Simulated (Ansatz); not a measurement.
## LiNbO3 (R3c): how G0W0 depends on its starting point

One-shot GW is not self-consistent; how far does the start matter for LiNbO3 (R3c)?

Program: Ansatz 0.2.0. Level of theory: G0W0 on several functionals, plane waves, PAW. Results are calculated unless marked as measured.

## (1) The structure

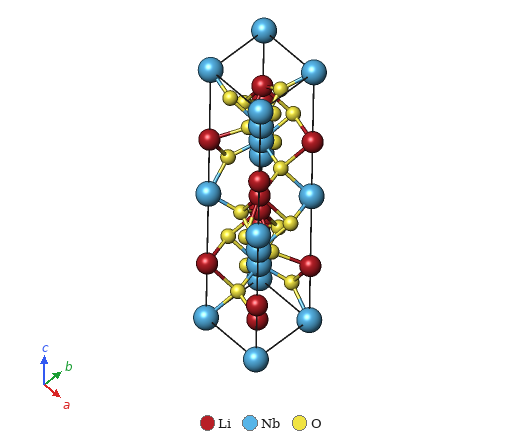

Start, viewed slightly off an axis; lithium red, niobium blue, oxygen yellow. This picture shows the conventional cell, with its axes. Bonds to atoms that aren't drawn are left out. Some periodic images of atoms are drawn too.

The cell and positions come from the Crystallography Open Database and are kept as given unless a step says otherwise.

## (2) G0W0 on LDA

Now the one-shot GW correction: screening in the RPA, then the self-energy of the levels asked for. This step takes PAW set soft_1 files.

This step: G0W0 on LDA, plane waves, PAW; PAW set soft_1.

File input.yaml:

```yaml
crystal:
  lattice:
    - [2.5758, 1.4871388234, 4.623]
    - [-2.5758, 1.4871388234, 4.623]
    - [0.0, -2.9742776468, 4.623]
  atoms:
    - { symbol: Li, position: [0.2815, 0.2815, 0.2815] }
    - { symbol: Li, position: [0.7815, 0.7815, 0.7815] }
    - { symbol: Nb, position: [5.5e-05, 5.5e-05, 5.5e-05] }
    - { symbol: Nb, position: [0.500055, 0.500055, 0.500055] }
    - { symbol: O, position: [0.11231, 0.35836, 0.71959] }
    - { symbol: O, position: [0.71959, 0.11231, 0.35836] }
    - { symbol: O, position: [0.35836, 0.71959, 0.11231] }
    - { symbol: O, position: [0.21959, 0.85836, 0.61231] }
    - { symbol: O, position: [0.85836, 0.61231, 0.21959] }
    - { symbol: O, position: [0.61231, 0.21959, 0.85836] }
kpoints:
  mp_grid: { grid: [4, 4, 4] }
hamiltonian:
  xc: lda
  pseudopotentials: { kind: paw, azcp: { folder: soft_1 }, xc_functional: pbe }
scf:
  occupations: { method: fixed }
gw:
  n_empty_bands: 241
  ecut_chi: 100
  qp_bands: [v3, c3]
  qp_kpoints: band_edges
  screening: { model: contour_deformation }
```

Run with:

```bash
ansatz run input.yaml --threads 3 --pin off --max-ram 92160MiB --backend cuda --events-out ev --progress --plain --runs-dir out --devices 1 --max-vram 13GiB
```

Numbers of over 12 decimals in the logs are rounded to 6 here.

The program printed:

```text
GPUs: using 1 of 1 available (devices: 1).
Engine: ansatz 0.2.0, x86_64-unknown-linux-gnu
Pseudopotentials: kind: paw
Pseudopotential: Li, paw, valence charge 3, recommended cutoff 420 eV (normal), soft_1/Li.paw.azcp
Pseudopotential: Nb, paw, valence charge 13, recommended cutoff 420 eV (normal), soft_1/Nb.paw.azcp
Pseudopotential: O, paw, valence charge 6, recommended cutoff 420 eV (normal), soft_1/O.paw.azcp
Functional definition: SPW92
  exchange = slater_x
  correlation = pw_c
device memory: the entry about to start is reckoned to put 2.4 GiB on a device that reports 58.0 GiB free (of which the cap on the GPU budget leaves the run 13.0 GiB)
GPU FFT provider: cuFFT
GPU libraries: cuBLAS 13.8.2, cuFFT 12.4.0, cuSOLVER 12.3.4
Crystal: 10 atoms, lattice volume = 106.252 Å³
Basis set: ecut = 420 eV, 2091 PW (Γ)
Bands: 44, of which v1, the nominal top of the filled ones, is band 34 counted from 1 (33 counted from 0)
Symmetry: 6 space group operations
Space group: R3c (ITA 161), of the structure as read, at distance tolerance 4.7e-5 Å
k-points: 13 of 64 (time reversal used)
Non-local potential: Li, projectors of the file, l = 0: 3, l = 1: 2, l = 2: 1
Non-local potential: Nb, projectors of the file, l = 0: 3, l = 1: 2, l = 2: 2, l = 3: 1
Non-local potential: O, projectors of the file, l = 0: 2, l = 1: 2, l = 2: 1
PAW form: soft (Blöchl's): semilocal exchange-correlation on the pseudo side does not see the compensation charge
PAW frozen core: Nb, regenerated for the run's functional, and the local potential with it (the file was generated under x = pbe(κ = 0.804, μ = 0.219515), c = pbe(β = 0.066725))
PAW frozen core: O, regenerated for the run's functional, and the local potential with it (the file was generated under x = pbe(κ = 0.804, μ = 0.219515), c = pbe(β = 0.066725))
PAW one-centre angular grid: Li, 110 points (default); XC on 64 Gauss nodes
PAW one-centre angular grid: Nb, 590 points (default); XC on 64 Gauss nodes
PAW one-centre angular grid: O, 110 points (default); XC on 64 Gauss nodes
Initial density: superposition of atomic densities (chi_scale 0.1, normalization cell, long waves kept (reshape's long-wave potential 0.00 eV rms))
Initial wavefunctions: pseudopotential atomic-orbital guess
GPU buffer pool allocated for 64000 grid points (all kernels)
GPU transforms: local potential and band sums: pruned to the plane-wave sphere, on 40×40×40
Functional: x = slater, c = lda
SCF iter   1: F=—  HF=-12633.029695 eV  |F-HF|=—  |Δ(HF+E_count)|=         —  Δρ=8.49e-2  dr2=7.71e0  ethr=3.10e-3  ⟨swp⟩=4.0  Hψ=2030  notcnv=0  defer=63
preconditioner: auto → Resta (q_TF=auto, 2.533 Å⁻¹)  ε∞=5.0  [insulator: Δε(μ)=4.820 eV  Ē_g=12.519 eV  n_scr=26 (ndim 8)  ℏωp=25.0 eV  f_vac=0.000  ε∞_Penn≈5.0]
SCF iter   2: F=—  HF=-12631.652944 eV  |F-HF|=—  |Δ(HF+E_count)|=    1.38e0  Δρ=4.44e-2  dr2=8.84e-1  ethr=3.10e-3  ⟨swp⟩=2.0  Hψ=1066  notcnv=0  defer=54
SCF iter   3: F=—  HF=-12631.494209 eV  |F-HF|=—  |Δ(HF+E_count)|=   1.59e-1  Δρ=2.02e-2  dr2=2.83e-1  ethr=1.30e-3  ⟨swp⟩=2.0  Hψ=791  notcnv=0  defer=96
SCF iter   4: F=—  HF=-12631.443677 eV  |F-HF|=—  |Δ(HF+E_count)|=   5.05e-2  Δρ=5.43e-3  dr2=2.31e-2  ethr=4.16e-4  ⟨swp⟩=2.0  Hψ=549  notcnv=0  defer=104
SCF iter   5: F=—  HF=-12631.440203 eV  |F-HF|=—  |Δ(HF+E_count)|=   3.47e-3  Δρ=1.22e-3  dr2=2.27e-3  ethr=3.40e-5  ⟨swp⟩=2.0  Hψ=780  notcnv=0  defer=104
SCF iter   6: F=—  HF=-12631.439827 eV  |F-HF|=—  |Δ(HF+E_count)|=   3.76e-4  Δρ=2.84e-4  dr2=1.07e-4  ethr=3.33e-6  ⟨swp⟩=2.0  Hψ=783  notcnv=0  defer=104
SCF iter   7: F=—  HF=-12631.439819 eV  |F-HF|=—  |Δ(HF+E_count)|=   8.23e-6  Δρ=6.74e-5  dr2=6.53e-6  ethr=1.57e-7  ⟨swp⟩=2.5  Hψ=963  notcnv=0  defer=50
SCF iter   8: F=—  HF=-12631.439818 eV  |F-HF|=—  |Δ(HF+E_count)|=   7.00e-7  Δρ=9.40e-6  dr2=1.19e-7  ethr=9.60e-9  ⟨swp⟩=2.4  Hψ=788  notcnv=0  defer=50
SCF iter   9: F=-12631.439818 eV  HF=-12631.439818 eV  |F-HF|=4.27e-10  |Δ(HF+E_count)|=   1.25e-8  Δρ=1.52e-6  dr2=3.16e-9  ethr=1.47e-10  ⟨swp⟩=9.3  Hψ=1867  notcnv=0
SCF 1 converged in 9 iterations: F = -12631.439818 eV  dr2 = 3.16e-9
  greatest PAW one-centre occupation: 1.000 electrons in one spin orbital (limit 2), on the Li atom at site 0 (counted from 0), in its partial waves of l = 0
device memory: the entry about to start is reckoned to put 3.1 GiB on a device that reports 58.6 GiB free (of which the cap on the GPU budget leaves the run 13.0 GiB)
NSCF: frozen V_eff on 13 k-points
the band table was solved once the SCF had ended and its energy, with any forces and stress, was formed, with the checks that follow a solve (2231 applications of the Hamiltonian). They found nothing against the state; the energy, forces and stress were not computed again (output.eigenvalues in the input reference)
device memory: the entry about to start is reckoned to put 4.8 GiB on a device that reports 58.6 GiB free (of which the cap on the GPU budget leaves the run 13.0 GiB)
NSCF: frozen V_eff on 13 k-points
G₀W₀ screening: q 1/13
[... further progress lines ...]
device memory: the entry about to start is reckoned to put 0.7 GiB on a device that reports 57.2 GiB free (of which the cap on the GPU budget leaves the run 13.0 GiB)
NSCF: frozen V_eff on 1 k-points
device memory: the entry about to start is reckoned to put 0.7 GiB on a device that reports 57.2 GiB free (of which the cap on the GPU budget leaves the run 13.0 GiB)
NSCF: frozen V_eff on 1 k-points
device memory: the entry about to start is reckoned to put 0.7 GiB on a device that reports 57.2 GiB free (of which the cap on the GPU budget leaves the run 13.0 GiB)
NSCF: frozen V_eff on 1 k-points
SCF converged after 9 iterations
Free energy (F): -12631.439818 eV
Harris-Foulkes:  -12631.439818 eV  (|F-HF|=4.27e-10)
Internal energy: -12631.439818 eV  (E = F + TS)
E sigma→0 (E₀):  -12631.439818 eV
Fermi energy:    6.860208 eV
--- Per-component energies (eV) ---
  E_band       = -539.571429
  E_kinetic    = 1784.926197
  E_local      = -4207.123943  (includes V_loc(G=0)·N_el)
  E_nonlocal   = 474.419137
  E_hartree    = 1455.926377
  E_xc         = -770.239013
  E_vxc        = -967.666212  (∫ρ·V_xc dr)
  E_paw        = -6896.872527  (= ΣΔE_a)
  E_vpaw       = -535.984073  (= ΣTr[D̂ρ^β])
  E_aug_tail   = 0.005369  (compensation charges beyond the density's cutoff)
  E_ewald      = -4473.914330
  E_core_change = 1.432916  (= ΣΔE_core)
  E_smearing   = -0.000000  (= −TS)
  E_closure    = 0.000000  (closes the sum)
  Σ components = -12631.439818   (vs F -12631.439818, Δ=0.00e0)
--- Band table (eV; the first three rows and the last of 13) ---
  k-point 0: bands = [... 30 lower, 6.1773, 6.3816, 6.8602, 6.8602, 10.4191, 10.4191, 10.8899, 12.0457, ... 6 higher]
  k-point 1: bands = [... 30 lower, 6.3923, 6.4590, 6.6539, 6.7861, 10.4786, 10.5858, 11.0341, 11.7603, ... 6 higher]
  k-point 2: bands = [... 30 lower, 6.5679, 6.5679, 6.6435, 6.6435, 10.7376, 10.7376, 11.5675, 11.5675, ... 6 higher]
  k-point 12: bands = [... 30 lower, 6.5437, 6.5437, 6.5437, 6.5437, 11.4880, 11.4880, 11.7031, 11.7031, ... 6 higher]
--- G₀W₀: contour deformation, 6 samples at zero and on the imaginary axis and 1 off it, 64 q-points, 241 empty bands' worth ---
  eigenvalues of the whole cell's RPA ε∞ on this k-mesh (on a slab, of 1 + 4πα/V) = 5.0992, 5.3053, 5.3053; static W/v taken at q = 0 is 0.190864
  bands read: the sum over 275 bands ends inside a degenerate multiplet in 3 slots, whose members it reads at an even weight; the widest, k=12: bands 273 to 276 (counted from 1) at 3/4 each
  gw.qp_kpoints: band_edges: 13 of 13 stored k-points solved, in 1 pass; an edge of the gap read off the rows below is read off those points alone
    ik  band        ε_KS         Σx   Σc(E_QP)       V_xc       Z   E_QP_lin       E_QP  E_QP is
     0    32      6.3816   -25.8869     4.8620   -20.7057  0.7347     6.0606     6.0624  root
     0    33      6.8602   -25.6913     4.6516   -20.7979  0.7349     6.6174     6.6184  root
     0    34      6.8602   -25.6913     4.6516   -20.7979  0.7349     6.6174     6.6184  root
     0    35     10.4191   -13.7148    -4.8124   -19.9231  0.7772    11.8426    11.8151  root
     0    36     10.4191   -13.7148    -4.8124   -19.9231  0.7772    11.8426    11.8151  root
     0    37     10.8899   -13.9631    -4.8010   -20.1425  0.7696    12.2984    12.2683  root
     1    32      6.4590   -25.5673     4.6652   -20.6236  0.7339     6.1792     6.1806  root
     1    33      6.6539   -25.3460     4.6551   -20.4193  0.7327     6.3811     6.3823  root
     1    34      6.7861   -25.7319     4.6657   -20.8107  0.7345     6.5297     6.5308  root
     1    35     10.4786   -13.7861    -4.8663   -20.0439  0.7763    11.8978    11.8700  root
     1    36     10.5858   -13.7123    -4.8332   -19.9447  0.7756    12.0136    11.9850  root
     1    37     11.0341   -14.0407    -4.9530   -20.4070  0.7684    12.4803    12.4475  root
     2    32      6.5679   -25.6868     4.6885   -20.7253  0.7346     6.2936     6.2949  root
     2    33      6.6435   -25.6015     4.6965   -20.6290  0.7333     6.3662     6.3675  root
     2    34      6.6435   -25.6015     4.6965   -20.6290  0.7333     6.3662     6.3675  root
     2    35     10.7376   -13.7952    -4.9295   -20.1187  0.7725    12.1615    12.1316  root
     2    36     10.7376   -13.7952    -4.9295   -20.1187  0.7725    12.1615    12.1316  root
     2    37     11.5675   -14.3133    -5.0362   -20.7820  0.7596    13.0379    12.9999  root
     3    32      6.4968   -25.5233     4.7136   -20.5216  0.7319     6.2071     6.2086  root
     3    33      6.5726   -25.5773     4.5699   -20.7586  0.7351     6.3228     6.3238  root
     3    34      6.7820   -25.6742     4.7174   -20.6957  0.7333     6.5198     6.5209  root
     3    35     10.4874   -13.8814    -4.7826   -20.0567  0.7758    11.9078    11.8801  root
     3    36     10.9752   -14.0939    -4.8665   -20.3700  0.7679    12.4172    12.3849  root
     3    37     11.0864   -14.2593    -4.8974   -20.5639  0.7665    12.5266    12.4937  root
[...]
11    36     10.7905   -14.0914    -4.8028   -20.2868  0.7710    12.2128    12.1831  root
    11    37     11.6060   -14.5723    -5.0540   -21.0750  0.7575    13.0945    13.0547  root
    12    32      6.5437   -25.4593     4.6795   -20.5041  0.7324     6.2667     6.2680  root
    12    33      6.5437   -25.4593     4.6795   -20.5041  0.7324     6.2667     6.2680  root
    12    34      6.5437   -25.4593     4.6795   -20.5041  0.7324     6.2667     6.2680  root
    12    35     11.4880   -13.7562    -5.2499   -20.4058  0.7615    12.9241    12.8878  root
    12    36     11.4880   -13.7562    -5.2499   -20.4058  0.7615    12.9241    12.8878  root
    12    37     11.7031   -14.6780    -5.1809   -21.3251  0.7549    13.2122    13.1693  root
```

The job ended after 14 s (1 × NVIDIA H100 80GB HBM3 (shared by 6 runs) with 3 threads of AMD EPYC 7R13 (Zen 3), shared host; peak memory 1.3 GiB; 23 s of CPU time).

Numbers from this step:

| Item | Value |
| --- | --- |
| bands summed | 275 |
| RPA ε∞ on this mesh (eigenvalues) | 5.099, 5.305, 5.305 |
| plane waves in the screening matrix | 247 |
| q-points in the mesh | 64 |
| G0W0 gap on the mesh | 5.196 eV |
| k of the valence top | 0, 0, 0 |
| k of the conduction bottom | 0, 0.25, -0.5 |
| starting gap on the mesh | 3.559 eV |
| Z at the valence top | 0.7349 |
| Z at the conduction bottom | 0.7782 |
| least direct G0W0 gap on the computed points | 5.197 eV |

The gap on the mesh goes from 3.56 eV to 5.20 eV, a correction of +1.64 eV. Between the two edge states, bare exchange in place of the xc potential would open the gap by 11.15 eV, and correlation takes back 9.52 eV.

## (3) G0W0 on PBE

One-shot GW remembers its start. Another functional's orbitals and levels show by how much.

This step: G0W0 on PBE, plane waves, PAW; PAW set soft_1.

Changes to input.yaml since step 2:

```diff
@@ -19,4 +19,4 @@
 hamiltonian:
-  xc: lda
-  pseudopotentials: { kind: paw, azcp: { folder: soft_1 }, xc_functional: pbe }
+  xc: pbe
+  pseudopotentials: { kind: paw, azcp: { folder: soft_1 } }
 scf:
```

The program printed:

```text
GPUs: using 1 of 1 available (devices: 1).
[...]
GPU FFT provider: cuFFT
GPU libraries: cuBLAS 13.8.2, cuFFT 12.4.0, cuSOLVER 12.3.4
Crystal: 10 atoms, lattice volume = 106.252 Å³
Basis set: ecut = 420 eV, 2091 PW (Γ)
Bands: 44, of which v1, the nominal top of the filled ones, is band 34 counted from 1 (33 counted from 0)
Symmetry: 6 space group operations
[...]
k-points: 13 of 64 (time reversal used)
[...]
GPU buffer pool allocated for 64000 grid points (all kernels)
[...]
SCF iter   1: F=—  HF=-12931.266377 eV  |F-HF|=—  |Δ(HF+E_count)|=         —  Δρ=9.52e-2  dr2=9.94e0  ethr=3.10e-3  ⟨swp⟩=4.0  Hψ=2010  notcnv=0  defer=61
[...]
SCF iter   9: F=-12929.529234 eV  HF=-12929.529234 eV  |F-HF|=2.78e-9  |Δ(HF+E_count)|=   1.64e-7  Δρ=1.91e-6  dr2=4.01e-9  ethr=1.47e-10  ⟨swp⟩=9.2  Hψ=1875  notcnv=0
SCF 1 converged in 9 iterations: F = -12929.529234 eV  dr2 = 4.01e-9
[...]
NSCF: frozen V_eff on 13 k-points
[...]
G₀W₀ screening: q 1/13
[... further progress lines ...]
[...]
SCF converged after 9 iterations
Free energy (F): -12929.529234 eV
[...]
Internal energy: -12929.529234 eV  (E = F + TS)
E sigma→0 (E₀):  -12929.529234 eV
Fermi energy:    7.227932 eV
[...]
--- Band table (eV; the first three rows and the last of 13) ---
  k-point 0: bands = [... 30 lower, 6.5393, 6.7578, 7.2279, 7.2279, 10.8490, 10.8490, 11.3180, 12.4303, ... 6 higher]
  k-point 1: bands = [... 30 lower, 6.7637, 6.8301, 7.0270, 7.1532, 10.8983, 11.0123, 11.4519, 12.1605, ... 6 higher]
  k-point 2: bands = [... 30 lower, 6.9386, 6.9386, 7.0139, 7.0139, 11.1552, 11.1552, 11.9774, 11.9774, ... 6 higher]
  k-point 12: bands = [... 30 lower, 6.9163, 6.9163, 6.9163, 6.9163, 11.9014, 11.9014, 12.0999, 12.0999, ... 6 higher]
[...]
0    32      6.7578   -25.9670     4.9262   -20.5814  0.7352     6.2945     6.2983  root
     0    33      7.2279   -25.7868     4.7317   -20.6816  0.7353     6.8522     6.8545  root
     0    34      7.2279   -25.7868     4.7317   -20.6816  0.7353     6.8522     6.8545  root
     0    35     10.8490   -13.7809    -4.7502   -19.6755  0.7770    12.0113    11.9934  root
     0    36     10.8490   -13.7809    -4.7502   -19.6755  0.7770    12.0113    11.9934  root
     0    37     11.3180   -14.0311    -4.7398   -19.9127  0.7694    12.4798    12.4599  root
     1    32      6.8301   -25.6584     4.7363   -20.5040  0.7344     6.4089     6.4120  root
     1    33      7.0270   -25.4550     4.7426   -20.3005  0.7330     6.6121     6.6151  root
[...]
12    34      6.9163   -25.5578     4.7620   -20.3797  0.7328     6.4971     6.5002  root
    12    35     11.9014   -13.8561    -5.1749   -20.2080  0.7612    13.1031    13.0785  root
    12    36     11.9014   -13.8561    -5.1749   -20.2080  0.7612    13.1031    13.0785  root
    12    37     12.0999   -14.7308    -5.1026   -21.0986  0.7552    13.3956    13.3652  root
```

Elapsed: 22 s, on 1 × NVIDIA H100 80GB HBM3 (shared by 6 runs) with 3 threads; peak memory 1.3 GiB; 37 s of CPU time.

This step gave:

* bands summed: 275
* RPA ε∞ on this mesh (eigenvalues): 4.966, 5.175, 5.175
* plane waves in the screening matrix: 247
* q-points in the mesh: 64
* G0W0 gap on the mesh: 5.134 eV
* k of the valence top: 0, 0, 0
* k of the conduction bottom: 0, 0.25, -0.5
* starting gap on the mesh: 3.619 eV
* Z at the valence top: 0.7353
* Z at the conduction bottom: 0.7780
* least direct G0W0 gap on the computed points: 5.139 eV

Against the run with 4×4×4 mesh, 241 empty bands, screening to 100 eV, PAW set soft_1 files on LDA, the gap moves by −0.06 eV, while the start moved by +0.06 eV.

## (4) G0W0 on r2SCAN

This step: G0W0 on r2SCAN, plane waves, PAW; PAW set soft_1.

Changes to input.yaml since step 3:

```diff
@@ -19,3 +19,3 @@
 hamiltonian:
-  xc: pbe
+  xc: r2scan
   pseudopotentials: { kind: paw, azcp: { folder: soft_1 } }
```

The program printed:

```text
GPUs: using 1 of 1 available (devices: 1).
[...]
GPU FFT provider: cuFFT
GPU libraries: cuBLAS 13.8.2, cuFFT 12.4.0, cuSOLVER 12.3.4
Crystal: 10 atoms, lattice volume = 106.252 Å³
Basis set: ecut = 500 eV, 2681 PW (Γ), exchange–correlation on 180×180×180 points (64 copies of the dense FFT grid, shifted against one another)
Bands: 44, of which v1, the nominal top of the filled ones, is band 34 counted from 1 (33 counted from 0)
[...]
1    33      6.6405   -25.5150     4.5942   -20.7744  0.7463     6.4938     6.4941  root
[...]
12    34      6.5220   -25.6060     4.6110   -20.8455  0.7461     6.3721     6.3724  root
    12    35     11.9444   -13.8302    -5.1114   -20.0713  0.7719    13.0942    13.0740  root
    12    36     11.9444   -13.8302    -5.1114   -20.0713  0.7719    13.0942    13.0740  root
    12    37     12.1358   -14.6487    -5.0468   -20.9210  0.7670    13.3861    13.3612  root
[key lines of the parts left out:]
SCF converged after 9 iterations
Free energy (F): -12961.446951 eV
Fermi energy:    6.836585 eV
```

The job ended after 19 s (1 × NVIDIA H100 80GB HBM3 (shared by 6 runs) with 3 threads; peak memory 1.6 GiB; 29 s of CPU time).

Numbers from this step:

* bands summed: 275
* RPA ε∞ on this mesh (eigenvalues): 4.482, 4.681, 4.681
* plane waves in the screening matrix: 247
* G0W0 gap on the mesh: 5.224 eV
* k of the valence top: 0, 0, 0
* k of the conduction bottom: 0, 0.25, -0.5
* starting gap on the mesh: 4.037 eV
* least direct G0W0 gap on the computed points: 5.232 eV

Against the run with 4×4×4 mesh, 241 empty bands, screening to 100 eV, PAW set soft_1 files on PBE, the gap moves by +0.09 eV, while the start moved by +0.42 eV.

(Continued in part 2 of 2.)

[Paths, hosts, dates, memory and timing lines, banners, echoed tables and standing remarks are left out of the program output.]

[Logs are printed without paths, hosts, clocks, repeated set-up lines and the standing remarks that a program may print on its own settings, such as how far it seeks lower states.]

[Runs of the session that timed out or met a known fault of the program may be left out.]

[Cells called generated may have been cut or substituted from an entry of the Crystallography Open Database or the Materials Project.]

[Hosts, paths, dates, database ids (printed as entryN), source tags and the programs' standing remarks are cut or masked in the printed files.]
